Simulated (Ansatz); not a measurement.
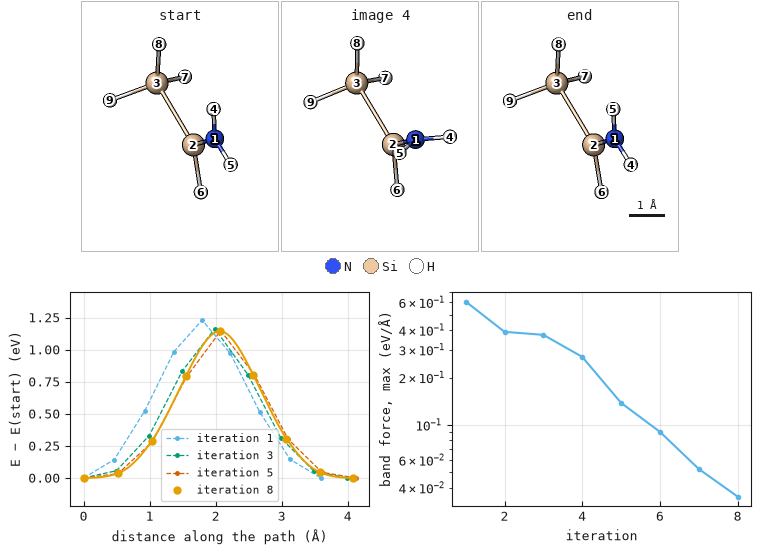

NEB run on Si2NH6 (charge +1). Images are numbered from 0 (start) to 8 (end). The plot follows the band through its iterations. A ball-and-stick model, seen from a free direction.

The calculation used RKS B3LYP/def2-SVP (Ansatz 0.2.0). Set-up: 7 movable images; climbing image; force threshold 0.05 eV/Å; iteration limit 60; spring constant 20.0 eV/Å²; starting path by image-dependent pair potential.

How did the profile develop, and is the result final?

Answer. The run is converged, with reservations. The band converged in 8 iterations. The largest component of the band force went from 0.61 to 0.035 eV/Å. The climbing image converged on the top of the path. Its curvatures weren't checked. The first iteration put the highest image at 1.23 eV. The two ends have the same energy, and the highest point, image 4, lies 1.14 eV above the start.

The run took of the order of 2.3 core-minutes on a shared host.
